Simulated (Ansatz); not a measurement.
# BH₃Cl (doublet): one geometry, many settings at distance B1–H4 along a hydrogen transfer = 1.110 Å

What do other methods and options give for BH₃Cl (doublet) at this geometry, and how long do they take?

The runs use Ansatz 0.2.0, Gaussian basis; the settings change from run to run.

19 further runs of the same task are left out: 9 for a known fault of the program, 1 for a mislabelled method, 5 that didn't finish, 4 set aside as unsound or not needed.

## (1) The system

The geometry derives from fragments relaxed apart (PBE0/def2-TZVP) and kept rigid, so it is no stationary point. A hydrogen atom is moved between rigid fragments.

5 atoms, charge 0, spin multiplicity 2.

Atoms are counted from 1 here; the program's logs count them from 0.

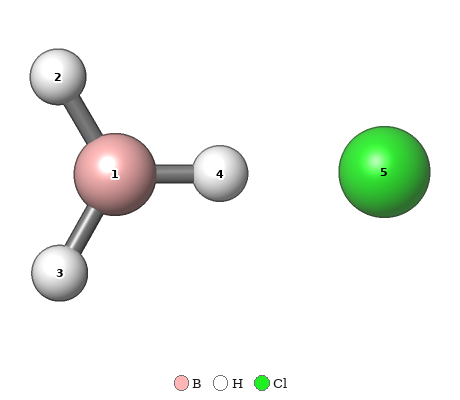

The geometry (boron pink, hydrogen white, chlorine green); atoms are numbered from 1 in the order of the file.

Coordinates:

```xyz
5

B    -2.05119    0.00000    0.00000
H    -2.64792    1.03357    0.00000
H    -2.64792   -1.03357    0.00000
H    -0.94119    0.00000    0.00000
Cl    0.80281    0.00000    0.00000
```

## (2) CCSD(T) on UHF/6-31G

in.yaml reads:

```yaml
crystal:
  periodic: [false, false, false]
  atoms:
    - {symbol: B, position_ang: [-2.051191, 0.000000, 0.000000]}
    - {symbol: H, position_ang: [-2.647924, 1.033571, 0.000000]}
    - {symbol: H, position_ang: [-2.647924, -1.033571, 0.000000]}
    - {symbol: H, position_ang: [-0.941191, 0.000000, 0.000000]}
    - {symbol: Cl, position_ang: [0.802809, 0.000000, 0.000000]}
basis:
  gaussian: {orbitals: 6-31G}
magnetization: {spin_polarized: true, initial_magnetization: 1}
correlation: {method: ccsd_t, electrons: all}
scf: {lower_state_search: off}
```

Run with:

```sh
$ ansatz run in.yaml --threads 1 --pin off --events-out ev --progress --plain --max-ram 2393MiB
```

The log of the run:

```text
Functional definition: HF
  name "HF"
  cite "Fock, Z. Phys. 61, 126 (1930) doi:10.1007/BF01340294"
  parent pbe
  exchange = exact_x
  correlation = 0
these checks for a lower state are left out or cut short: stability, starts, cluster_reference, orbital_swaps, neighbouring_geometries, increment
362 factors; integrals over basis functions are off by at most 2.7e-4 eV
mean field evaluation 1: about -13217.1816 eV, gradient 1.1e1 eV
mean field evaluation 2: about -13217.1790 eV, gradient 1.1e1 eV
mean field evaluation 4: about -13218.9147 eV, gradient 2.2e0 eV
mean field evaluation 8: about -13219.0775 eV, gradient 1.8e-4 eV
mean field -13219.07687715 eV, -485.7921150232 hartree, gradient 1.7e-6 eV, S^2 0.756756; 0 other end points of the search recorded, 0 dependent functions left out
reference -13219.07687715 eV, -485.7921150232 hartree; 13, 12 occupied and 15, 16 virtual orbitals, 362 factors
second order -2.44169016 eV of doubles, -0.00000000 eV of singles
cycle   1  -2.87103517 eV  change   -4.3e-1 eV  update   4.9e-2
cycle   2  -3.04695821 eV  change   -1.8e-1 eV  update   2.0e-2
cycle   3  -3.06080076 eV  change   -1.4e-2 eV  update   7.7e-3
cycle   4  -3.06123758 eV  change   -4.4e-4 eV  update   3.1e-3
cycle   5  -3.06139810 eV  change   -1.6e-4 eV  update   1.3e-3
cycle   6  -3.06123678 eV  change    1.6e-4 eV  update   4.3e-4
cycle   7  -3.06116196 eV  change    7.5e-5 eV  update   2.2e-4
cycle   8  -3.06123010 eV  change   -6.8e-5 eV  update   9.0e-5
cycle   9  -3.06122979 eV  change    3.1e-7 eV  update   3.2e-5
cycle  10  -3.06122620 eV  change    3.6e-6 eV  update   1.1e-5
perturbative correction -0.04198975 eV, -0.0015430949 hartree
Total energy: -13222.18009310 eV, -485.9061561060 hartree
Checks for a lower state left out: stability, starts, cluster_reference, orbital_swaps, neighbouring_geometries, increment
```

It took 0.75 s on 1 thread of Arm Neoverse V1, shared host.

From the report: ⟨S²⟩ of the determinant 0.757 (pure doublet: 0.75); correlation -3.1032 eV; T1 0.009; largest double amplitude 0.04.

## (3) MP2 on ROHF/cc-pVDZ

in.yaml: that of step 2 with these lines changed.

```diff
@@ -9,5 +9,7 @@
 basis:
-  gaussian: {orbitals: 6-31G}
-magnetization: {spin_polarized: true, initial_magnetization: 1}
-correlation: {method: ccsd_t, electrons: all}
+  gaussian: {orbitals: cc-pVDZ}
+magnetization: {spin_polarized: false, initial_magnetization: 1}
+correlation: {method: mp2, electrons: outside_noble_gas}
+accuracy: high
 scf: {lower_state_search: off}
+output: {forces: true}
```

Launched as before.

The log of the run (excerpt; [...] marks lines left out):

```text
Functional definition: HF
  name "HF"
  cite "Fock, Z. Phys. 61, 126 (1930) doi:10.1007/BF01340294"
  parent pbe
[...]
995 factors; integrals over basis functions are off by at most 3.9e-9 eV
[...]
mean field -13220.08681240 eV, -485.8292294589 hartree, gradient 1.4e-8 eV, S^2 0.750000; 0 other end points of the search recorded, 0 dependent functions left out
6 core orbitals not correlated: weight in the atoms' cores, before any rotation towards them, 1.000 or more for the frozen orbitals, at most 0.000 for the correlated occupied ones
reference -13220.08681240 eV, -485.8292294589 hartree; 7, 6 occupied and 34, 35 virtual orbitals, 995 factors
second order -5.88465992 eV of doubles, -0.09185958 eV of singles
[...]
Total energy: -13226.06333190 eV, -486.0488624994 hartree
Atom 0 at    -2.051191     0.000000     0.000000 Å, force    -4.004893    -0.000000     0.000000 eV/Å
Atom 1 at    -2.647924     1.033571     0.000000 Å, force     0.030332     0.249400    -0.000000 eV/Å
Atom 2 at    -2.647924    -1.033571     0.000000 Å, force     0.030332    -0.249400     0.000000 eV/Å
Atom 3 at    -0.941191     0.000000     0.000000 Å, force     3.067966     0.000000    -0.000000 eV/Å
Atom 4 at     0.802809     0.000000     0.000000 Å, force     0.876262     0.000000     0.000000 eV/Å
Dipole moment:    -0.280685    -0.000000     0.000000 e Å
Checks for a lower state left out: starts, cluster_reference, orbital_swaps, neighbouring_geometries, increment
```

It took 1.6 s on 1 thread of Arm Neoverse V1, shared host.

## (4) NEVPT2(1,4)/cc-pVDZ

in.yaml: that of step 3 with these lines changed.

```diff
@@ -11,5 +11,2 @@
 magnetization: {spin_polarized: false, initial_magnetization: 1}
-correlation: {method: mp2, electrons: outside_noble_gas}
-accuracy: high
-scf: {lower_state_search: off}
-output: {forces: true}
+correlation: {method: sc_nevpt2, electrons: valence, active_space: {window: {electrons: 1, orbitals: 4}}}
```

Launched as before.

The log of the run (excerpt; [...] marks lines left out):

```text
Functional definition: HF
  name "HF"
  cite "Fock, Z. Phys. 61, 126 (1930) doi:10.1007/BF01340294"
  parent pbe
[...]
457 factors; integrals over basis functions are off by at most 1.1e-3 eV
[...]
mean field -13220.08679627 eV, -485.8292288664 hartree, gradient 1.6e-6 eV, S^2 0.750000; 7 other end points of the search recorded, 0 dependent functions left out
reference -13220.08679627 eV, -485.8292288664 hartree; 13, 12 occupied and 34, 35 virtual orbitals, 457 factors
state -13220.08679627 eV, -485.8292288664 hartree
state -13220.08679627 eV, -485.8292288664 hartree; corrected -13226.06278126 eV, -486.0488422639 hartree
WARN: 3 active orbitals are nearly empty or full. The corrections depend on them more than the energy does, and are more stable in an active space without them
Total energy: -13226.06278126 eV, -486.0488422639 hartree
```

Run time: 1 s. Hardware: 1 thread of Arm Neoverse V1, shared host.

From the report: 2 determinants; active occupations 1.00, 0.00, 0.00, 0.00. The report marks this result as in doubt.

## (5) NEVPT2(1,2)/cc-pVDZ

in.yaml: that of step 4 with these lines changed.

```diff
@@ -11,2 +11,2 @@
 magnetization: {spin_polarized: false, initial_magnetization: 1}
-correlation: {method: sc_nevpt2, electrons: valence, active_space: {window: {electrons: 1, orbitals: 4}}}
+correlation: {method: sc_nevpt2, electrons: outside_noble_gas, active_space: {window: {electrons: 1, orbitals: 2}}}
```

Same command.

The log of the run (excerpt; [...] marks lines left out):

```text
Functional definition: HF
  name "HF"
  cite "Fock, Z. Phys. 61, 126 (1930) doi:10.1007/BF01340294"
  parent pbe
[...]
457 factors; integrals over basis functions are off by at most 1.1e-3 eV
[...]
mean field -13220.08679627 eV, -485.8292288664 hartree, gradient 1.6e-6 eV, S^2 0.750000; 7 other end points of the search recorded, 0 dependent functions left out
reference -13220.08679627 eV, -485.8292288664 hartree; 13, 12 occupied and 34, 35 virtual orbitals, 457 factors
state -13220.08679627 eV, -485.8292288664 hartree
state -13220.08679627 eV, -485.8292288664 hartree; corrected -13226.07281305 eV, -486.0492109253 hartree
WARN: 1 active orbitals are nearly empty or full. The corrections depend on them more than the energy does, and are more stable in an active space without them
Total energy: -13226.07281305 eV, -486.0492109253 hartree
```

It took 0.96 s on 1 thread of Arm Neoverse V1, shared host.

From the report: 1 determinant; active occupations 1.00, 0.00. The report marks this result as in doubt.

## (6) MP2 on ROHF/def2-mTZVP

in.yaml: that of step 5 with these lines changed.

```diff
@@ -9,4 +9,5 @@
 basis:
-  gaussian: {orbitals: cc-pVDZ}
+  gaussian: {orbitals: def2-mTZVP}
 magnetization: {spin_polarized: false, initial_magnetization: 1}
-correlation: {method: sc_nevpt2, electrons: outside_noble_gas, active_space: {window: {electrons: 1, orbitals: 2}}}
+correlation: {method: mp2, electrons: outside_noble_gas}
+accuracy: high
```

Launched as before.

The log of the run (excerpt; [...] marks lines left out):

```text
Functional definition: HF
  name "HF"
  cite "Fock, Z. Phys. 61, 126 (1930) doi:10.1007/BF01340294"
  parent pbe
[...]
912 factors; integrals over basis functions are off by at most 4.0e-9 eV
[...]
mean field -13220.31184381 eV, -485.8374992108 hartree, gradient 2.9e-8 eV, S^2 0.750000; 7 other end points of the search recorded, 0 dependent functions left out
[...]
6 core orbitals not correlated: weight in the atoms' cores, before any rotation towards them, 1.000 or more for the frozen orbitals, at most 0.000 for the correlated occupied ones
reference -13220.31184381 eV, -485.8374992108 hartree; 7, 6 occupied and 37, 38 virtual orbitals, 912 factors
second order -5.53287094 eV of doubles, -0.09064996 eV of singles
Total energy: -13225.93536470 eV, -486.0441597919 hartree
```

Run time: 1.9 s. Hardware: 1 thread of Arm Neoverse V1, shared host.

## (7) MP2 on ROHF/cc-pVDZ

in.yaml: that of step 6 with these lines changed.

```diff
@@ -9,3 +9,3 @@
 basis:
-  gaussian: {orbitals: def2-mTZVP}
+  gaussian: {orbitals: cc-pVDZ, point_charges: [{charge: 1.00, position_ang: [4.058, 0.783, 0.829]}]}
 magnetization: {spin_polarized: false, initial_magnetization: 1}
@@ -13 +13,2 @@
 accuracy: high
+scf: {lower_state_search: light}
```

The command is unchanged.

The log of the run (excerpt; [...] marks lines left out):

```text
Functional definition: HF
  name "HF"
  cite "Fock, Z. Phys. 61, 126 (1930) doi:10.1007/BF01340294"
  parent pbe
[...]
995 factors; integrals over basis functions are off by at most 3.9e-9 eV
[...]
mean field -13220.26383166 eV, -485.8357347968 hartree, gradient 1.8e-8 eV, S^2 0.750000; 8 other end points of the search recorded, 0 dependent functions left out
[...]
6 core orbitals not correlated: weight in the atoms' cores, before any rotation towards them, 1.000 or more for the frozen orbitals, at most 0.000 for the correlated occupied ones
reference -13220.26383166 eV, -485.8357347968 hartree; 7, 6 occupied and 34, 35 virtual orbitals, 995 factors
second order -5.94931340 eV of doubles, -0.09734847 eV of singles
Total energy: -13226.31049353 eV, -486.0579455221 hartree
```

Run time: 1.4 s. Hardware: 1 thread of Arm Neoverse V1, shared host.

## (8) CISD/cc-pVDZ

in.yaml: that of step 7 with these lines changed.

```diff
@@ -9,6 +9,5 @@
 basis:
-  gaussian: {orbitals: cc-pVDZ, point_charges: [{charge: 1.00, position_ang: [4.058, 0.783, 0.829]}]}
+  gaussian: {orbitals: cc-pVDZ}
 magnetization: {spin_polarized: false, initial_magnetization: 1}
-correlation: {method: mp2, electrons: outside_noble_gas}
-accuracy: high
-scf: {lower_state_search: light}
+correlation: {active_space: {ras: {orbitals: [12, 1, 34], electrons: 25, max_holes: 2, max_particles: 2}, fixed_orbitals: true}}
+scf: {lower_state_search: off}
```

The command is unchanged.

The log of the run:

```text
Functional definition: HF
  name "HF"
  cite "Fock, Z. Phys. 61, 126 (1930) doi:10.1007/BF01340294"
  parent pbe
  exchange = exact_x
  correlation = 0
these checks for a lower state are left out or cut short: stability, starts, cluster_reference, orbital_swaps, neighbouring_geometries, increment
457 factors; integrals over basis functions are off by at most 1.1e-3 eV
mean field evaluation 1: about -13218.2955 eV, gradient 1.3e1 eV
mean field evaluation 2: about -13218.3191 eV, gradient 1.3e1 eV
mean field evaluation 4: about -13219.9511 eV, gradient 2.5e0 eV
mean field evaluation 8: about -13220.0867 eV, gradient 8.1e-2 eV
mean field -13220.08679627 eV, -485.8292288664 hartree, gradient 1.6e-6 eV, S^2 0.750000; 0 other end points of the search recorded, 0 dependent functions left out
reference -13220.08679627 eV, -485.8292288664 hartree; 13, 12 occupied and 34, 35 virtual orbitals, 457 factors
state -13226.74657724 eV, -486.0739713028 hartree
Total energy: -13226.74657724 eV, -486.0739713028 hartree
Checks for a lower state left out: stability, starts, cluster_reference, orbital_swaps, neighbouring_geometries, increment
```

Run time: 32 s. Hardware: 1 thread of Arm Neoverse V1, shared host.

From the report: 116,448 determinants.

## (9) All runs side by side

Where basis and cores are those of an earlier UCCSDT(Q)/cc-pVDZ run (-13227.2425 eV), and the state is the same kind, the miss against it is given. † marks a result that the program doubts.

| level | correlated | functions | energy (eV) | from UCCSDT(Q) (meV) | time |
| --- | --- | --- | --- | --- | --- |
| CCSD(T) on UHF/6-31G | all | 28 | -13222.1801 |  | 0.75 s |
| MP2 on ROHF/cc-pVDZ | outside noble gas | 47 | -13226.0633 | 1179.2 | 1.6 s |
| NEVPT2(1,4)/cc-pVDZ † | valence | 47 | -13226.0628 |  | 1 s |
| NEVPT2(1,2)/cc-pVDZ † | outside noble gas | 47 | -13226.0728 | 1169.7 | 0.96 s |
| MP2 on ROHF/def2-mTZVP | outside noble gas | 50 | -13225.9354 |  | 1.9 s |
| MP2 on ROHF/cc-pVDZ (beside a point charge) | outside noble gas | 47 | -13226.3105 |  | 1.4 s |
| CISD/cc-pVDZ | all | 47 | -13226.7466 |  | 32 s |

## (10) Summary of results

```
quantity                         value
    runs                             7
quickest  CCSD(T) on UHF/6-31G, 0.75 s
 slowest            CISD/cc-pVDZ, 32 s
```

Total energies in different bases, with other cores or another treatment of relativity can't be set against each other. CISD/cc-pVDZ took 42 times as long as CCSD(T) on UHF/6-31G; the jobs differ in more than the method. Among the correlated runs with a miss given, it spans +1170 to +1179 meV.
